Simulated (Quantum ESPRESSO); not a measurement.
# The valence band of H5C3 as photoemission sees it, part 7 of 14

Aim: the valence spectrum of H5C3 from He I to hard X-rays, and which orbitals make each feature.

Quantum ESPRESSO 7.5; DFT, LDA, plane waves, ultrasoft GBRV pseudopotentials, scalar-relativistic (the session's first sound run).

So far. Step 5 (The base run: bands): On this path the gap is indirect, 4.29 eV, with the valence top at X and the conduction bottom at Γ. The least direct gap is 4.45 eV. Step 6 (With PBEsol: self-consistent run): At this level the gap is 4.45 eV on the k-mesh of the self-consistent run, which can miss the band edges.

## Step 8: Projected DOS and spectra

Level of this step: DFT, PBEsol, plane waves, ultrasoft GBRV pseudopotentials, scalar-relativistic (Quantum ESPRESSO).

projwfc.x splits the states by atom and shell, which the spectra need, since each shell has its own cross section.

projwfc.in

```
&projwfc
  prefix = 'pes'
  outdir = './tmp'
  filpdos = 'pes'
  ngauss = 0
  degauss = 0.00735
  DeltaE = 0.05
  Emin = -33.52
  Emax = 14.48
/
```

The run is started by

```bash
$ OMP_NUM_THREADS=1 mpirun -n 4 projwfc.x -nk 4 -in projwfc.in > projwfc.out
```

The program printed:

```text
[banner, memory and clock lines left out]
Program PROJWFC v.7.5 starts

          URL

     ./tmp/pes.save/

     IMPORTANT: XC functional enforced from input :
     Exchange-correlation= PBESOL
                           (   1   4  10   8   0   0   0)
     Any further DFT definition will be discarded
     Please, verify this is what you really want

     G-vector sticks info

     Gaussian broadening (read from input): ngauss,degauss=   0    0.007350

     Calling projwave ....

  Problem Sizes
  natomwfc =           68
  nbnd     =           74
  nkstot   =          196
  npwx     =         7312
  nkb      =          136

     Atomic states used for projection
     (read from pseudopotential files):

     state #   1: atom   1 (C  ), wfc  1 (l=0 m= 1)
     state #   2: atom   1 (C  ), wfc  2 (l=1 m= 1)
     state #   3: atom   1 (C  ), wfc  2 (l=1 m= 2)
     state #   4: atom   1 (C  ), wfc  2 (l=1 m= 3)
     state #   5: atom   2 (C  ), wfc  1 (l=0 m= 1)
     state #   6: atom   2 (C  ), wfc  2 (l=1 m= 1)
     state #   7: atom   2 (C  ), wfc  2 (l=1 m= 2)
     state #   8: atom   2 (C  ), wfc  2 (l=1 m= 3)
     state #   9: atom   3 (C  ), wfc  1 (l=0 m= 1)
     state #  10: atom   3 (C  ), wfc  2 (l=1 m= 1)
     state #  11: atom   3 (C  ), wfc  2 (l=1 m= 2)
     state #  12: atom   3 (C  ), wfc  2 (l=1 m= 3)
     state #  13: atom   4 (C  ), wfc  1 (l=0 m= 1)
     state #  14: atom   4 (C  ), wfc  2 (l=1 m= 1)
     state #  15: atom   4 (C  ), wfc  2 (l=1 m= 2)
     state #  16: atom   4 (C  ), wfc  2 (l=1 m= 3)
[...]
state #  41: atom  11 (C  ), wfc  1 (l=0 m= 1)
     state #  42: atom  11 (C  ), wfc  2 (l=1 m= 1)
     state #  43: atom  11 (C  ), wfc  2 (l=1 m= 2)
     state #  44: atom  11 (C  ), wfc  2 (l=1 m= 3)
     state #  45: atom  12 (C  ), wfc  1 (l=0 m= 1)
     state #  46: atom  12 (C  ), wfc  2 (l=1 m= 1)
     state #  47: atom  12 (C  ), wfc  2 (l=1 m= 2)
     state #  48: atom  12 (C  ), wfc  2 (l=1 m= 3)
     state #  49: atom  13 (H  ), wfc  1 (l=0 m= 1)
     state #  50: atom  14 (H  ), wfc  1 (l=0 m= 1)
     state #  51: atom  15 (H  ), wfc  1 (l=0 m= 1)
     state #  52: atom  16 (H  ), wfc  1 (l=0 m= 1)
     state #  53: atom  17 (H  ), wfc  1 (l=0 m= 1)
     state #  54: atom  18 (H  ), wfc  1 (l=0 m= 1)
     state #  55: atom  19 (H  ), wfc  1 (l=0 m= 1)
     state #  56: atom  20 (H  ), wfc  1 (l=0 m= 1)
     state #  57: atom  21 (H  ), wfc  1 (l=0 m= 1)
     state #  58: atom  22 (H  ), wfc  1 (l=0 m= 1)
     state #  59: atom  23 (H  ), wfc  1 (l=0 m= 1)
     state #  60: atom  24 (H  ), wfc  1 (l=0 m= 1)
     state #  61: atom  25 (H  ), wfc  1 (l=0 m= 1)
     state #  62: atom  26 (H  ), wfc  1 (l=0 m= 1)
     state #  63: atom  27 (H  ), wfc  1 (l=0 m= 1)
     state #  64: atom  28 (H  ), wfc  1 (l=0 m= 1)
     state #  65: atom  29 (H  ), wfc  1 (l=0 m= 1)
     state #  66: atom  30 (H  ), wfc  1 (l=0 m= 1)
     state #  67: atom  31 (H  ), wfc  1 (l=0 m= 1)
     state #  68: atom  32 (H  ), wfc  1 (l=0 m= 1)

 k =   0.0000000000  0.0000000000  0.0000000000
==== e(   1) =   -15.16777 eV ====
     psi = 0.063*[#   1]+0.063*[#   5]+0.062*[#   9]+0.062*[#  13]+0.056*[#  17]
          +0.056*[#  21]+0.055*[#  41]+0.055*[#  45]+0.052*[#  25]+0.052*[#  29]
          +0.051*[#  33]+0.051*[#  37]+0.012*[#  55]+0.012*[#  56]+0.012*[#  51]
          +0.012*[#  52]+0.011*[#  53]+0.011*[#  54]+0.011*[#  57]+0.011*[#  58]
          +0.011*[#  49]+0.011*[#  50]+0.010*[#  59]+0.010*[#  60]+0.010*[#  67]
          +0.010*[#  68]+0.009*[#  61]+0.009*[#  62]+0.009*[#  63]+0.009*[#  64]
          +0.009*[#  44]+0.009*[#  48]+0.008*[#  65]+0.008*[#  66]+0.007*[#   3]
          +0.007*[#   7]+0.007*[#  27]+0.007*[#  31]+0.006*[#  35]+0.006*[#  39]
          +0.006*[#  20]+0.006*[#  24]+0.004*[#  12]+0.004*[#  16]+0.003*[#  11]
          +0.003*[#  15]+0.003*[#  36]+0.003*[#  40]+0.002*[#  18]+0.002*[#  22]
          +0.002*[#  10]+0.002*[#  14]+0.001*[#   4]+0.001*[#   8]
    |psi|^2 = 0.987
==== e(   2) =   -14.95873 eV ====
     psi = 0.064*[#   9]+0.064*[#  13]+0.062*[#   1]+0.062*[#   5]+0.057*[#  17]
          +0.057*[#  21]+0.057*[#  41]+0.057*[#  45]+0.054*[#  25]+0.054*[#  29]
          +0.054*[#  33]+0.054*[#  37]+0.010*[#  53]+0.010*[#  54]+0.010*[#  44]
          +0.010*[#  48]+0.009*[#  49]+0.009*[#  50]+0.009*[#  59]+0.009*[#  60]
          +0.009*[#  55]+0.009*[#  56]+0.008*[#   3]+0.008*[#   7]+0.009*[#  51]
          +0.009*[#  52]+0.009*[#  67]+0.009*[#  68]+0.008*[#  27]+0.008*[#  31]
          +0.008*[#  57]+0.008*[#  58]+0.008*[#  63]+0.008*[#  64]+0.008*[#  65]
          +0.008*[#  66]+0.007*[#  61]+0.007*[#  62]+0.007*[#  35]+0.007*[#  39]
[...]
+0.003*[#  10]+0.003*[#  14]+0.002*[#   4]+0.002*[#   8]
    |psi|^2 = 0.990
==== e(   3) =   -12.50518 eV ====
     psi = 0.096*[#  25]+0.096*[#  29]+0.084*[#   1]+0.084*[#   5]+0.058*[#  33]
[...]
+0.001*[#  20]+0.001*[#  24]
    |psi|^2 = 0.990
==== e(   4) =   -12.44705 eV ====
     psi = 0.103*[#  25]+0.103*[#  29]+0.090*[#   1]+0.090*[#   5]+0.051*[#   9]
[...]
+0.001*[#  58]
    |psi|^2 = 0.992
==== e(   5) =   -12.42170 eV ====
     psi = 0.101*[#  41]+0.101*[#  45]+0.094*[#  17]+0.094*[#  21]+0.048*[#  33]
[...]
+0.002*[#  10]+0.002*[#  14]
    |psi|^2 = 0.990
==== e(   6) =   -12.35581 eV ====
     psi = 0.107*[#  41]+0.107*[#  45]+0.086*[#  17]+0.086*[#  21]+0.058*[#  33]
[...]
+0.001*[#  61]+0.001*[#  62]
    |psi|^2 = 0.991
==== e(   7) =    -9.38407 eV ====
     psi = 0.061*[#  25]+0.061*[#  29]+0.056*[#   1]+0.056*[#   5]+0.046*[#  43]
[...]
+0.004*[#  65]+0.004*[#  66]+0.003*[#   4]+0.003*[#   8]
    |psi|^2 = 0.984
==== e(   8) =    -9.37265 eV ====
     psi = 0.062*[#   1]+0.062*[#   5]+0.056*[#  25]+0.056*[#  29]+0.044*[#  43]
[...]
+0.004*[#  57]+0.004*[#  58]+0.003*[#   4]+0.003*[#   8]
    |psi|^2 = 0.984
==== e(   9) =    -8.96511 eV ====
     psi = 0.058*[#  17]+0.058*[#  21]+0.053*[#   9]+0.053*[#  13]+0.044*[#   4]
[...]
+0.002*[#  40]+0.001*[#  61]+0.001*[#  62]
    |psi|^2 = 0.984
==== e(  10) =    -8.85877 eV ====
     psi = 0.057*[#  17]+0.057*[#  21]+0.055*[#   9]+0.055*[#  13]+0.041*[#   4]
[...]
+0.003*[#   7]+0.002*[#  49]+0.002*[#  50]
    |psi|^2 = 0.984
==== e(  11) =    -7.07276 eV ====
     psi = 0.077*[#  44]+0.077*[#  48]+0.049*[#  67]+0.049*[#  68]+0.035*[#  10]
[...]
+0.002*[#   9]+0.002*[#  13]+0.002*[#  49]+0.002*[#  50]
    |psi|^2 = 0.973
[...]
==== e(  13) =    -6.79388 eV ====
     psi = 0.084*[#  44]+0.084*[#  48]+0.048*[#  20]+0.048*[#  24]+0.040*[#   3]
[...]
+0.002*[#   9]+0.002*[#  13]+0.001*[#  43]+0.001*[#  47]
    |psi|^2 = 0.976
==== e(  14) =    -6.49305 eV ====
     psi = 0.043*[#  18]+0.043*[#  22]+0.036*[#  65]+0.036*[#  66]+0.036*[#  10]
[...]
+0.001*[#  16]+0.001*[#  53]+0.001*[#  54]
    |psi|^2 = 0.988
==== e(  15) =    -5.37844 eV ====
     psi = 0.036*[#  51]+0.036*[#  52]+0.033*[#  61]+0.033*[#  62]+0.032*[#  11]
[...]
+0.001*[#  16]+0.001*[#  36]+0.001*[#  40]
    |psi|^2 = 0.984
==== e(  16) =    -4.84713 eV ====
     psi = 0.054*[#  26]+0.054*[#  30]+0.038*[#  10]+0.038*[#  14]+0.037*[#   2]
[...]
+0.001*[#  28]+0.001*[#  32]+0.001*[#  63]+0.001*[#  64]
    |psi|^2 = 0.990
[...]
+0.001*[#  36]+0.001*[#  40]+0.001*[#  27]+0.001*[#  31]
[...]
+0.001*[#  13]
[...]
+0.001*[#  59]+0.001*[#  60]
[...]
+0.002*[#  58]+0.001*[#  43]+0.001*[#  47]
[...]
+0.002*[#  45]
[...]
+0.001*[#  23]
[...]
+0.003*[#  19]+0.003*[#  23]+0.001*[#   1]+0.001*[#   5]
[...]
+0.001*[#  27]+0.001*[#  31]+0.001*[#  35]+0.001*[#  39]
[...]
+0.001*[#  15]+0.001*[#  25]+0.001*[#  29]
[...]
+0.001*[#  46]
[...]
+0.002*[#  42]+0.002*[#  46]+0.001*[#  33]+0.001*[#  37]
[...]
+0.002*[#  31]
[...]
+0.002*[#  19]+0.002*[#  23]+0.001*[#  12]+0.001*[#  16]
[...]
+0.001*[#  48]
[...]
+0.001*[#  16]
[...]
+0.001*[#  12]+0.001*[#  16]
[...]
+0.002*[#  11]+0.002*[#  12]+0.002*[#  15]+0.002*[#  16]
[...]
+0.002*[#  29]+0.001*[#  26]+0.001*[#  30]
[...]
+0.001*[#  60]
[...]
+0.001*[#  47]
[...]
+0.001*[#   6]+0.001*[#   7]+0.001*[#  34]+0.001*[#  38]
[...]
+0.001*[#  20]+0.001*[#  24]
[...]
+0.001*[#  50]+0.001*[#  35]+0.001*[#  39]
[...]
+0.001*[#  18]+0.001*[#  22]
[...]
+0.003*[#  15]+0.002*[#  28]+0.002*[#  32]
[...]
+0.001*[#   7]
[...]
+0.001*[#  65]+0.001*[#  66]+0.001*[#  59]+0.001*[#  60]
[...]
+0.002*[#  68]+0.001*[#  44]+0.001*[#  48]
[...]
+0.002*[#  39]+0.001*[#  18]+0.001*[#  22]
[...]
+0.002*[#  57]+0.002*[#  58]+0.001*[#  27]+0.001*[#  31]
[...]
+0.002*[#   7]+0.002*[#  25]+0.002*[#  29]
[...]
+0.001*[#  17]+0.001*[#  21]
[...]
+0.001*[#  39]+0.001*[#  34]+0.001*[#  38]
[...]
+0.002*[#  46]
[...]
+0.001*[#  40]
[...]
+0.001*[#  64]
[...]
+0.001*[#  40]
[...]
+0.001*[#  17]+0.001*[#  21]
[...]
+0.001*[#  28]
[...]
+0.001*[#  58]+0.001*[#  61]+0.001*[#  62]
[...]
+0.001*[#  27]+0.001*[#  31]
[...]
k =   0.0000000000  0.0000000000  0.1491952625
[...]
+0.001*[#  58]+0.001*[#  20]+0.001*[#  24]
[...]
+0.002*[#  60]+0.002*[#  57]+0.002*[#  58]
[...]
+0.002*[#  10]+0.002*[#  14]
[...]
+0.002*[#  16]
[...]
+0.001*[#  32]
[...]
+0.001*[#  31]
[...]
+0.002*[#  58]+0.001*[#  43]+0.001*[#  47]
[...]
+0.001*[#   8]
[...]
+0.002*[#  19]+0.002*[#  23]+0.001*[#  35]+0.001*[#  39]
[...]
+0.001*[#  65]+0.001*[#  66]
[...]
+0.001*[#  38]
[...]
+0.002*[#  36]+0.002*[#  40]+0.001*[#  42]+0.001*[#  46]
[...]
+0.001*[#  51]+0.001*[#  52]+0.001*[#  55]+0.001*[#  56]
[...]
+0.002*[#  19]+0.002*[#  23]+0.001*[#  44]+0.001*[#  48]
[...]
+0.002*[#  18]+0.002*[#  22]+0.002*[#  57]+0.002*[#  58]
[...]
+0.008*[#   7]
[... cut ...]
[...]
+0.001*[#  46]+0.001*[#  36]+0.001*[#  40]
[...]
+0.002*[#  31]+0.001*[#   9]+0.001*[#  13]
[...]
+0.001*[#  43]+0.001*[#  47]
[...]
+0.001*[#  48]+0.001*[#  12]+0.001*[#  16]
[...]
+0.001*[#   9]+0.001*[#  13]
[...]
+0.001*[#  59]+0.001*[#  60]
[...]
+0.001*[#  16]+0.001*[#  27]+0.001*[#  31]
[...]
+0.001*[#  14]+0.001*[#  15]
[...]
+0.001*[#  22]
[...]
+0.002*[#  17]+0.002*[#  21]+0.001*[#   1]+0.001*[#   5]
[...]
+0.001*[#   6]+0.001*[#  42]+0.001*[#  46]
[...]
+0.001*[#  25]+0.001*[#  29]
    |psi|^2 = 0.519
==== e(  56) =    11.07071 eV ====
     psi = 0.043*[#  18]+0.043*[#  22]+0.029*[#  57]+0.029*[#  58]+0.025*[#  27]
[...]
+0.002*[#   3]+0.002*[#   7]+0.002*[#  33]+0.002*[#  37]
    |psi|^2 = 0.588
==== e(  57) =    11.20971 eV ====
     psi = 0.034*[#  12]+0.034*[#  16]+0.025*[#  19]+0.025*[#  23]+0.019*[#   4]
[...]
+0.002*[#  62]+0.002*[#  11]+0.002*[#  15]
    |psi|^2 = 0.543
==== e(  58) =    12.13007 eV ====
     psi = 0.044*[#  36]+0.044*[#  40]+0.039*[#  11]+0.039*[#  15]+0.029*[#  28]
[...]
+0.001*[#  49]+0.001*[#  50]+0.001*[#   2]+0.001*[#   6]
    |psi|^2 = 0.755
==== e(  59) =    12.19047 eV ====
     psi = 0.029*[#   4]+0.029*[#   8]+0.023*[#  36]+0.023*[#  40]+0.021*[#  49]
[...]
+0.001*[#   1]+0.001*[#   5]
    |psi|^2 = 0.560
==== e(  60) =    12.31689 eV ====
     psi = 0.049*[#  49]+0.049*[#  50]+0.026*[#   2]+0.026*[#   6]+0.024*[#  55]
[...]
|psi|^2 = 0.636
==== e(  61) =    12.45824 eV ====
     psi = 0.046*[#  12]+0.046*[#  16]+0.038*[#   1]+0.038*[#   5]+0.035*[#  25]
[...]
+0.001*[#  31]+0.001*[#   2]+0.001*[#   6]
    |psi|^2 = 0.658
==== e(  62) =    12.66396 eV ====
     psi = 0.054*[#  36]+0.054*[#  40]+0.038*[#  25]+0.038*[#  29]+0.022*[#   4]
[...]
+0.009*[#   2]+0.009*[#   6]+0.008*[#   1]+0.008*[#   5]+0.009*[#  65]
          +0.009*[#  66]+0.008*[#  17]+0.008*[#  21]+0.008*[#  67]+0.008*[#  68]
          +0.007*[#  11]+0.007*[#  15]+0.007*[#   9]+0.007*[#  13]+0.006*[#  41]
          +0.006*[#  45]+0.005*[#  35]+0.005*[#  39]+0.005*[#  44]+0.005*[#  48]
          +0.002*[#  33]+0.002*[#  37]+0.002*[#  43]+0.002*[#  47]+0.002*[#  61]
          +0.002*[#  62]+0.001*[#  57]+0.001*[#  58]+0.001*[#  18]+0.001*[#  22]

    |psi|^2 = 0.617
==== e(  63) =    12.90905 eV ====
     psi = 0.041*[#  12]+0.041*[#  16]+0.025*[#   4]+0.025*[#   8]+0.021*[#  67]
          +0.021*[#  68]+0.020*[#   1]+0.020*[#   5]+0.020*[#  59]+0.020*[#  60]
          +0.013*[#  53]+0.013*[#  54]+0.013*[#  35]+0.013*[#  39]+0.013*[#  19]
          +0.013*[#  23]+0.013*[#   9]+0.013*[#  13]+0.011*[#  27]+0.011*
```

It took 13 s on 4 MPI ranks of Arm Neoverse V1, shared host; 59 s of CPU time.

This step gave:

```yaml
gap_from_the_dos_mesh: 4.448 eV
share_of_occupied_states_in_no_projected_shell: 0.0079 of the occupied states in the window
```

This run's widths, added to any smearing of the DOS itself: Gaussian 0.2 eV, Lorentzian 0.05 eV plus 0.05 an eV of depth. Intensity against binding energy, zero at the valence-band maximum; values in % of the maximum within 13 eV:

| binding energy (eV) | 21.2 eV | 60 eV | 100 eV | 1486.7 eV | 8047.8 eV |
| --- | --- | --- | --- | --- | --- |
| -1 | 0.736 | 0.850 | 0.930 | 0.261 | 0.214 |
| 0 | 28.0 | 30.8 | 31.0 | 2.89 | 0.918 |
| 1 | 4.28 | 4.50 | 4.62 | 0.688 | 0.414 |
| 2 | 96.4 | 95.7 | 95.7 | 9.50 | 3.53 |
| 3 | 15.4 | 16.0 | 16.4 | 2.25 | 1.27 |
| 4 | 70.8 | 76.5 | 78.2 | 10.1 | 5.38 |
| 5 | 52.8 | 56.8 | 60.4 | 13.5 | 10.2 |
| 6 | 11.2 | 12.7 | 14.2 | 4.77 | 4.11 |
| 7 | 38.2 | 44.1 | 50.5 | 19.1 | 16.8 |
| 8 | 5.17 | 7.11 | 9.24 | 5.58 | 5.31 |
| 9 | 23.9 | 38.2 | 55.4 | 43.6 | 42.7 |
| 10 | 10.3 | 17.4 | 25.7 | 20.7 | 20.3 |
| 11 | 1.61 | 4.99 | 7.87 | 7.12 | 7.05 |
| 12 | - | 12.7 | 21.7 | 21.9 | 21.9 |
| 13 | - | 44.3 | 76.4 | 78.4 | 78.4 |
| 14 | - | 7.71 | 13.4 | 13.9 | 13.9 |
| 15 | - | 20.6 | 37.1 | 40.1 | 40.3 |

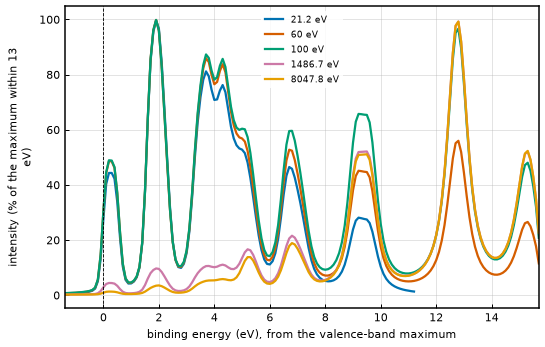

Intensity, plotted against binding energy.

Spectra as before, but with a recipe of its own (widths, and in some runs the light), which changes peak heights and what is resolved: Gaussian 0.2 eV, Lorentzian 0.05 eV plus 0.05 times the binding energy, unpolarised light, analyser at 60°, Fermi edge at 77 K; some photon energies differ too.

The two runs compared:

| quantity | this run | base run | difference |
| --- | --- | --- | --- |
| gap from the DOS mesh (eV) | 4.448 | 4.289 | 0.159 |

The two runs differ clearly in the gap from the DOS mesh: 4.45 eV against 4.29 eV.

(Part 7 of 14 ends here.)

[Logs are printed without paths, hosts, clocks, repeated set-up lines and the standing remarks that a program may print on its own settings, such as how far it seeks lower states.]

[Hosts, paths, dates, database ids (printed as entryN), source tags and the programs' standing remarks are cut or masked in the printed files.]

[Maps of the electrostatic potential energy from Ansatz leave out the sawtooth potential of an applied field or a dipole correction, so their vacuum need not be flat; work functions include it.]

[Peak lists hold at most the 14 tallest peaks of each spectrum; further lines can be left out.]
